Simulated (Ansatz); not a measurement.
# Cl₂H₂OSi (built from SMILES Cl[Si]Cl.O): search for a transition state, part 1 of 2

Aim: find the saddle point of a insertion of a carbenoid that is to form Si1–H4, Si1–O5 and break H4–O5, prove it by its vibrations, and relax downhill on both sides to see what it joins.

Program: Ansatz 0.2.0, Gaussian basis. Level of theory: PBE0-D4, def2-SVP first, then def2-TZVP. These are calculated values, not measurements.

90 further runs of the same task are left out: 90 set aside as unsound or not needed.

## 1. The system as given

The guess: 6 atoms, charge 0, spin multiplicity 1.

Atoms are counted from 1 here; the program's logs count them from 0.

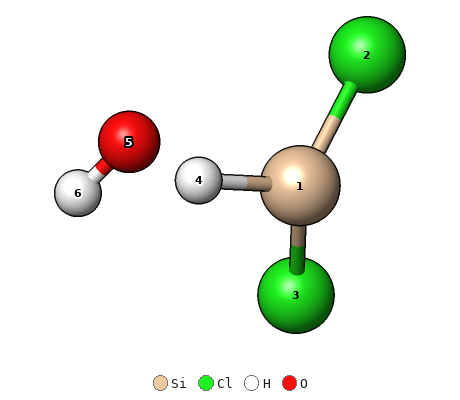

The starting geometry (silicon light orange, chlorine green, hydrogen white, oxygen red); atoms are numbered from 1 in the order of the file.

Geometry (Å):

```mol
Cl2H2OSi
  3D, bonds by distance, orders not assigned

  6  4  0  0  0  0  0  0  0  0999 V2000
    0.0785   -0.9383    0.0214 Si  0  0
    1.7328   -1.1855   -1.0949 Cl  0  0
   -1.4503   -0.8402   -1.3140 Cl  0  0
    0.0091    0.0630    1.2198 H   0  0
    0.2085    1.1818    0.6267 O   0  0
   -0.5786    1.7191    0.5411 H   0  0
  1  2  8  0
  1  3  8  0
  1  4  8  0
  5  6  8  0
M  END
```

Distances that are to change: Si1–H4 1.56 Å, Si1–O5 2.21 Å, H4–O5 1.28 Å.

## 2. Relaxing the guess with the reacting distances held

hold/in.yaml reads:

```yaml
crystal:
  periodic: [false, false, false]
  atoms:
    - {symbol: Si, position_ang: [0.078500, -0.938300, 0.021400]}
    - {symbol: Cl, position_ang: [1.732800, -1.185500, -1.094900]}
    - {symbol: Cl, position_ang: [-1.450300, -0.840200, -1.314000]}
    - {symbol: H, position_ang: [0.009100, 0.063000, 1.219800]}
    - {symbol: O, position_ang: [0.208500, 1.181800, 0.626700]}
    - {symbol: H, position_ang: [-0.578600, 1.719100, 0.541100]}
basis:
  gaussian: {orbitals: def2-SVP}
hamiltonian: {xc: pbe0, dispersion: d4}
relax: {f_tol: 0.08, max_steps: 120, escape_saddle: false, constraints: [{distance: [0, 3]}, {distance: [0, 4]}, {distance: [3, 4]}]}
```

Run with:

```sh
$ ansatz run in.yaml --threads 2 --pin off --events-out ev --progress --plain --max-ram 4352MiB
```

Log (excerpt; [...] marks lines left out):

```text
Functional definition: PBE0
  name "PBE0"
  cite "Adamo & Barone, J. Chem. Phys. 110, 6158 (1999) doi:10.1063/1.478522"
  cite "Perdew, Burke & Ernzerhof, Phys. Rev. Lett. 77, 3865 (1996) doi:10.1103/PhysRevLett.77.3865"
  parent pbe
[...]
771 factors; integrals over basis functions are off by at most 3.2e-4 eV
[...]
mean field -34977.23936542 eV, -1285.3898382548 hartree, gradient 1.5e-5 eV, S^2 0.000000; 0 other end points of the search recorded, 0 dependent functions left out
[...]
reference -34977.23938617 eV, -1285.3898390175 hartree; 29, 29 occupied and 49, 49 virtual orbitals, 771 factors
relax step   1: F+E_penalty+E_count = -34977.38233473 eV  Δ(F+E_penalty+E_count) = +0.000e0 eV  max|allowed force component| = 1.244e0 eV/Å  Δτ_max = 0.0000 Å  (25 SCF iters, accepted)
[...]
relax step   4: F+E_penalty+E_count = -34977.49869625 eV  Δ(F+E_penalty+E_count) = -5.260e-3 eV  max|allowed force component| = 2.193e-1 eV/Å  Δτ_max = 0.0506 Å  (25 SCF iters, accepted)
[...]
relax step   5: F+E_penalty+E_count = -34977.49886330 eV  Δ(F+E_penalty+E_count) = -1.670e-4 eV  max|allowed force component| = 6.255e-2 eV/Å  Δτ_max = 0.0269 Å  (24 SCF iters, accepted)
  distance Si 0 - H 3 held at 1.563196 Å   reaction = -1.7201e0 eV/Å
  distance Si 0 - O 4 held at 2.208645 Å   reaction = +9.3992e-1 eV/Å
  distance H 3 - O 4 held at 1.281890 Å   reaction = +1.6496e0 eV/Å
771 factors; integrals over basis functions are off by at most 3.3e-4 eV
mean field -34977.35621451 eV, -1285.3941323797 hartree, gradient 3.9e-5 eV, S^2 0.000000; 1 other end points of the search recorded, 0 dependent functions left out
[...]
reference -34977.35623500 eV, -1285.3941331326 hartree; 29, 29 occupied and 49, 49 virtual orbitals, 771 factors
Total energy: -34977.49888379 eV, -1285.3993753789 hartree
Atom 0 at     0.058925    -0.918351     0.048875 Å, force     0.138229    -0.227175    -1.063667 eV/Å
Atom 1 at     1.771341    -1.187980    -1.072146 Å, force    -0.019421     0.003452     0.001022 eV/Å
Atom 2 at    -1.496341    -0.754025    -1.320908 Å, force     0.010155     0.004961     0.018086 eV/Å
Atom 3 at     0.048168     0.106734     1.228987 Å, force     0.216333     2.555759     0.484226 eV/Å
Atom 4 at     0.262537     1.208264     0.609376 Å, force    -0.407845    -2.314322     0.538997 eV/Å
Atom 5 at    -0.644630     1.545258     0.505916 Å, force     0.062548    -0.022675     0.021336 eV/Å
Dipole moment:    -0.297034     0.003347     0.226214 e Å
```

Wall time 7 s (2 threads of Arm Neoverse V2, shared host).

Step by step:

```csv
step,energy from step 1 (eV),largest force component (eV/Å)
1,0.0000,1.2442
2,-0.0917,0.2776
3,-0.1111,0.2136
4,-0.1164,0.2193
5,-0.1165,0.0625
```

Distances of close pairs at the start and the end, largest changes first:

```csv
bond,before (Å),after (Å),change (Å)
Si1–Cl2,2.011,2.064,+0.053
Si1–Cl3,2.032,2.079,+0.047
O5–H6,0.957,0.973,+0.016
Si1–H4,1.563,1.563,+0.000
```

## 3. Force constants to start from

hessian/in.yaml reads:

```yaml
crystal:
  periodic: [false, false, false]
  atoms:
    - {symbol: Si, position_ang: [0.058925, -0.918351, 0.048875]}
    - {symbol: Cl, position_ang: [1.771341, -1.187980, -1.072146]}
    - {symbol: Cl, position_ang: [-1.496341, -0.754025, -1.320908]}
    - {symbol: H, position_ang: [0.048168, 0.106734, 1.228987]}
    - {symbol: O, position_ang: [0.262537, 1.208264, 0.609376]}
    - {symbol: H, position_ang: [-0.644630, 1.545258, 0.505916]}
basis:
  gaussian: {orbitals: def2-SVP}
hamiltonian: {xc: pbe0, dispersion: d4}
phonons: {}
scf: {lower_state_search: off}
```

Run with:

```sh
$ ansatz run in.yaml --threads 2 --pin off --events-out ev --progress --plain --max-ram 4352MiB
```

Log (excerpt; [...] marks lines left out):

```text
Functional definition: PBE0
  name "PBE0"
  cite "Adamo & Barone, J. Chem. Phys. 110, 6158 (1999) doi:10.1063/1.478522"
  cite "Perdew, Burke & Ernzerhof, Phys. Rev. Lett. 77, 3865 (1996) doi:10.1103/PhysRevLett.77.3865"
  parent pbe
[...]
771 factors; integrals over basis functions are off by at most 3.4e-4 eV
[...]
mean field -34977.35619704 eV, -1285.3941317376 hartree, gradient 4.0e-6 eV, S^2 0.000000; 0 other end points of the search recorded, 0 dependent functions left out
[...]
reference -34977.35621754 eV, -1285.3941324909 hartree; 29, 29 occupied and 49, 49 virtual orbitals, 771 factors
[... from here to the last solve, the lines of the solves are left out (35 solves) ...]
771 factors; integrals over basis functions are off by at most 3.4e-4 eV
mean field -34977.35613564 eV, -1285.3941294811 hartree, gradient 1.2e-6 eV, S^2 0.000000; 0 other end points of the search recorded, 0 dependent functions left out
[...]
WARN: phonons: modes at or below zero, which the zero-point energy, F, S and C_V leave out: 1, the lowest at -1286.70 cm⁻¹. A minimum has none, and a first-order saddle one
Total energy: -34977.49886632 eV, -1285.3993747370 hartree
Atom 0 at     0.058925    -0.918351     0.048875 Å, force     0.138222    -0.227209    -1.063674 eV/Å
Atom 1 at     1.771341    -1.187980    -1.072146 Å, force    -0.019431     0.003450     0.001021 eV/Å
Atom 2 at    -1.496341    -0.754025    -1.320908 Å, force     0.010164     0.004957     0.018085 eV/Å
Atom 3 at     0.048168     0.106734     1.228987 Å, force     0.216320     2.555757     0.484217 eV/Å
Atom 4 at     0.262537     1.208264     0.609376 Å, force    -0.407835    -2.314249     0.539007 eV/Å
Atom 5 at    -0.644630     1.545258     0.505916 Å, force     0.062560    -0.022705     0.021345 eV/Å
Dipole moment:    -0.297032     0.003345     0.226216 e Å
Vibrations: -1286.70 101.01 160.06 220.04 358.89 416.77 550.11 570.27 683.97 1261.46 1986.59 3778.96 cm⁻¹, zero-point energy 0.625385 eV
Checks for a lower state left out: stability, starts, cluster_reference, orbital_swaps, neighbouring_geometries, increment
```

It took 27 s on 2 threads of Arm Neoverse V2, shared host.

The structure is not stationary yet, so these wavenumbers are no spectrum; the search needs only the force constants.

## 4. Saddle search in the small basis

A small driver takes partitioned rational-function steps: uphill along one mode, downhill along the rest. It calls the program once a step for energy and forces and updates the Hessian by Bofill's formula. It stops when the largest force is under 0.03 eV/Å and the followed curvature is negative. The first step's input:

presaddle/in.yaml reads:

```yaml
crystal:
  periodic: [false, false, false]
  atoms:
    - {symbol: Si, position_ang: [0.058925, -0.918351, 0.048875]}
    - {symbol: Cl, position_ang: [1.771341, -1.187980, -1.072146]}
    - {symbol: Cl, position_ang: [-1.496341, -0.754025, -1.320908]}
    - {symbol: H, position_ang: [0.048168, 0.106734, 1.228987]}
    - {symbol: O, position_ang: [0.262537, 1.208264, 0.609376]}
    - {symbol: H, position_ang: [-0.644630, 1.545258, 0.505916]}
basis:
  gaussian: {orbitals: def2-SVP}
hamiltonian: {xc: pbe0, dispersion: d4}
output: {forces: true}
scf: {lower_state_search: off}
```

Run with:

```sh
$ ansatz run in.yaml --threads 2 --pin off --events-out ev --progress --plain --max-ram 4352MiB
```

Step by step:

```csv
step,energy (eV),largest force (eV/Å),followed curvature (eV/Å²)
1,-34977.49884,2.5558,-12.57
2,-34977.75289,1.0455,-12.84
3,-34977.72710,0.9067,-12.54
4,-34977.75647,0.4411,-12.74
5,-34977.75459,0.6140,-12.78
6,-34977.76344,0.3573,-13.23
7,-34977.76578,0.0523,-13.57
8,-34977.75670,0.5461,-13.68
9,-34977.76658,0.0585,-13.68
10,-34977.76685,0.0668,-13.74
11,-34977.76727,0.0760,-13.76
12,-34977.76742,0.0172,-14.13
```

The 12 steps took 9.9 s in all (2 threads of Arm Neoverse V2, shared host).

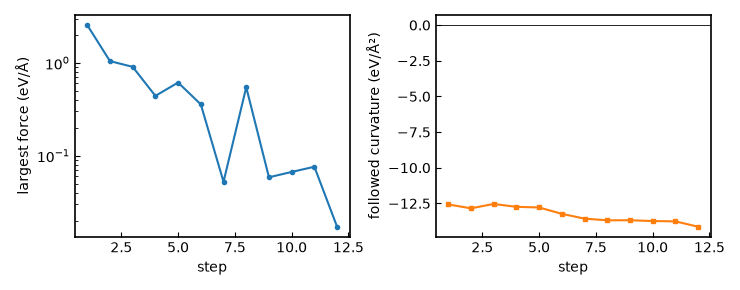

Largest force and followed curvature during the search.

## 5. Saddle search in triple zeta

A small driver takes partitioned rational-function steps: uphill along one mode, downhill along the rest. It calls the program once a step for energy and forces and updates the Hessian by Bofill's formula. It stops when the largest force is under 0.008 eV/Å and the followed curvature is negative. The first step's input:

saddle/in.yaml reads:

```yaml
crystal:
  periodic: [false, false, false]
  atoms:
    - {symbol: Si, position_ang: [0.099720, -0.776686, 0.054875]}
    - {symbol: Cl, position_ang: [1.775911, -1.107508, -1.112201]}
    - {symbol: Cl, position_ang: [-1.517396, -0.724712, -1.259249]}
    - {symbol: H, position_ang: [-0.031097, 0.063380, 1.433892]}
    - {symbol: O, position_ang: [0.226781, 1.003326, 0.550083]}
    - {symbol: H, position_ang: [-0.553920, 1.542099, 0.332699]}
basis:
  gaussian: {orbitals: def2-TZVP}
hamiltonian: {xc: pbe0, dispersion: d4}
output: {forces: true}
scf: {lower_state_search: off}
```

Run with:

```sh
$ ansatz run in.yaml --threads 2 --pin off --events-out ev --progress --plain --max-ram 4352MiB
```

The driver's record:

```csv
step,energy (eV),largest force (eV/Å),followed curvature (eV/Å²)
1,-34991.90362,0.4525,-14.13
2,-34991.89972,0.3274,-13.75
3,-34991.90903,0.0733,-13.97
4,-34991.90912,0.1031,-14.09
5,-34991.90974,0.0184,-14.08
6,-34991.90975,0.0152,-14.08
7,-34991.90976,0.0025,-14.10
```

The 7 steps took 14 s in all (2 threads of Arm Neoverse V2, shared host).

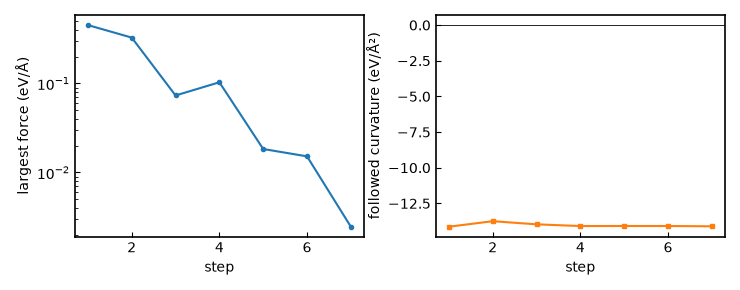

Largest force and followed curvature during the search.

Geometry at the end of the search:

```mol
Cl2H2OSi
  3D, bonds by distance, orders not assigned

  6  5  0  0  0  0  0  0  0  0999 V2000
    0.0993   -0.7764    0.0539 Si  0  0
    1.7598   -1.0921   -1.1183 Cl  0  0
   -1.5046   -0.7324   -1.2570 Cl  0  0
   -0.0390    0.0795    1.4368 H   0  0
    0.2189    0.9792    0.5614 O   0  0
   -0.5344    1.5421    0.3234 H   0  0
  1  2  8  0
  1  3  8  0
  1  4  8  0
  1  5  8  0
  5  6  8  0
M  END
```

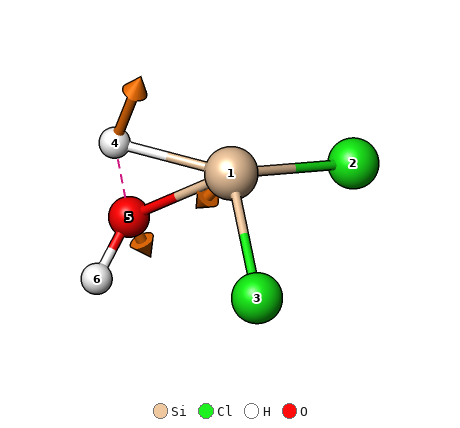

The point found; broken lines mark the pairs that react, arrows the followed mode.

(Continued in part 2 of 2.)
